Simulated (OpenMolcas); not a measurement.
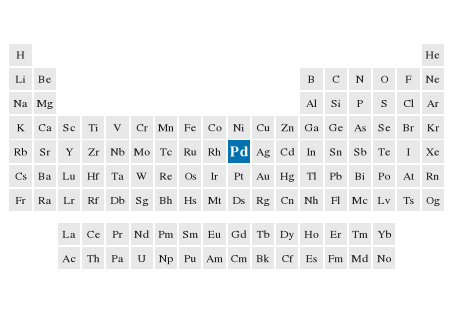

**Figure 1.** The place of palladium in the periodic table.

**Multiconfigurational calculation for Pd⁴⁺**

Pd⁴⁺. Level asked for: state-averaged CASSCF, active space 6 electrons in the shell 4d, basis ANO-RCC, DKH2 scalar Hamiltonian, spin-orbit coupling by RASSI with atomic mean-field integrals (OpenMolcas).

Input file:
```
&GATEWAY
Coord
1

Pd 0.0 0.0 0.0
Basis=ANO-RCC
Group=XYZ
NoMove
AngMom=0.0 0.0 0.0
AMFI
&SEWARD
&RASSCF
FileOrb=start.orb
Symmetry=1
Spin=5
nActEl=6 0 0
Inactive=9 9
Ras2=5 0
CIRoot=5 5 1
SDav=5
CIMx=300
Iter=120 100
PrWF=0.3
OrbListing=Nothing
MaxOrb=0
Atom
>>> COPY $Project.JobIph JOB001
&RASSCF
FileOrb=start.orb
Symmetry=1
Spin=3
nActEl=6 0 0
Inactive=9 9
Ras2=5 0
CIRoot=45 45 1
SDav=45
CIMx=300
Iter=120 100
PrWF=0.3
OrbListing=Nothing
MaxOrb=0
Atom
CIOnly
>>> COPY $Project.JobIph JOB002
```

The file start.orb holds starting orbitals from an earlier step.

Output (extracts):
```
--- SEWARD ---
Basis set label: PD.ANO-RCC.........

      Electronic valence basis set:
      ------------------
      Associated Effective Charge  46.000000 au
      Associated Actual Charge     46.000000 au
      Nuclear Model: Point charge

      Shell  nPrim  nBasis  Cartesian Spherical Contaminant
         s      21      10        X
         p      18       9        X
         d      13       9                 X
         f       6       6                 X
         g       4       4                 X
         h       2       2                 X
                  Relativistic Douglas-Kroll-Hess integrals:
                    - DKH order of Hamiltonian: 2
                    - DKH order of Properties : 0
                  Atomic mean-field integrals
--- RASSCF ---
Wave function specifications:
      -----------------------------

      Number of closed shell electrons          36
      Number of electrons in active shells       6
      Max number of holes in RAS1 space          0
      Max nr of electrons in RAS3 space          0
      Number of inactive orbitals               18
      Number of active orbitals                  5
      Number of secondary orbitals             159
      Spin quantum number                      2.0
      State symmetry                             1
Orbital specifications:
      -----------------------

      Symmetry species                           1   2
                                                ag  au
      Frozen orbitals                            0   0
      Inactive orbitals                          9   9
      Active orbitals                            5   0
      RAS1 orbitals                              0   0
      RAS2 orbitals                              5   0
      RAS3 orbitals                              0   0
      Secondary orbitals                        77  82
      Deleted orbitals                           0   0
      Number of basis functions                 91  91
      Number of CSFs                             5
      Number of root(s) required                 5
      Iter CI   SX   CI       RASSCF       Energy    max ROT     max BLB   max BLB  Level Ln srch  Step   QN
          iter iter root      energy       change     param      element    value   shift minimum  type update
 Nr of preliminary CI iterations:   1
      Total energies have been shifted. Add                -5000.00 au
        1   1    2    0   -38.19979998    0.00E+00   2.04E-08    7  22 2 -7.37E-07   0.00   0.00    SX    NO
        2   1    2    0   -38.19979998   -1.27E-11  -1.71E-08    7  25 2 -5.51E-07   0.00   0.00    SX    NO
        3   1    2    0   -38.19979998    9.09E-13  -1.22E-08   11  42 1  3.06E-07   0.00   0.00    SX    NO
        4   1    2    0   -38.19979998   -6.37E-12  -1.22E-08    7  25 2 -2.45E-07   0.00   0.00    SX    NO
      Convergence after  4 iterations
        5   1    2    0   -38.19979998    9.09E-12  -1.22E-08   11  42 1  2.22E-07   0.00   0.00    SX    NO
      Natural orbitals and occupation numbers for root  1
      sym 1:   1.000000   2.000000   1.000000   1.000000   1.000000
      Natural orbitals and occupation numbers for root  2
      sym 1:   2.000000   1.000000   1.000000   1.000000   1.000000
      Natural orbitals and occupation numbers for root  3
      sym 1:   1.000000   1.000000   1.000000   2.000000   1.000000
::    RASSCF root number  1 Total energy:  -5038.19979998
::    RASSCF root number  2 Total energy:  -5038.19979998
::    RASSCF root number  3 Total energy:  -5038.19979998
::    RASSCF root number  4 Total energy:  -5038.19979998
::    RASSCF root number  5 Total energy:  -5038.19979998
--- RASSCF ---
Wave function specifications:
      -----------------------------

      Number of closed shell electrons          36
      Number of electrons in active shells       6
      Max number of holes in RAS1 space          0
      Max nr of electrons in RAS3 space          0
      Number of inactive orbitals               18
      Number of active orbitals                  5
      Number of secondary orbitals             159
      Spin quantum number                      1.0
      State symmetry                             1
Orbital specifications:
      -----------------------

      Symmetry species                           1   2
                                                ag  au
      Frozen orbitals                            0   0
      Inactive orbitals                          9   9
      Active orbitals                            5   0
      RAS1 orbitals                              0   0
      RAS2 orbitals                              5   0
      RAS3 orbitals                              0   0
      Secondary orbitals                        77  82
      Deleted orbitals                           0   0
      Number of basis functions                 91  91
      Number of CSFs                            45
      Number of root(s) required                45
 ###    File: start.orb                                                      ###
 ###    Error during reading INPORB                                          ###
 ###     -3.39887603766951E-119 -4.72182799961549E-118 -6.76943319700622E-119
 ###    4.59595678894565E-119 -4.04155869677997E-119                         ###
--- Stop Module: rasscf at  /rc=-6 ---
.########################.
.# Non-zero return code #.
.########################.
```

Outcome:

- outcome: ended with an error
- hardware: 1 CPU thread, shared host
- wall time: 38 s

Diagnosis:

The run ended with an error; the driver noted: RASSCF spin 3: -6.
